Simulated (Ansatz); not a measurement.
The reference is KBr in the rock salt structure (space group Fm-3m, No. 225; a = 6.7055 Å).

Now apply this change: an isotropic linear strain of −0.50 %; the atoms relax in the strained cell.

Method: PBE (Ansatz, an electronic-structure program; PAW; 420 eV plane waves; no spin-orbit coupling).

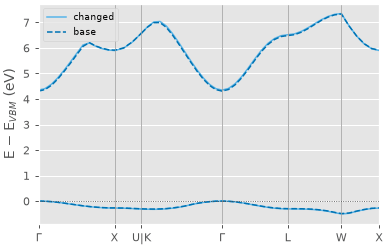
Fig. 1. Highest valence and lowest conduction band along the path, each from its own valence-band maximum

Q: Read the changed gap and its character from the plot.

A: About 4.3 eV, direct at Γ.

Stability against distortions was not tested.
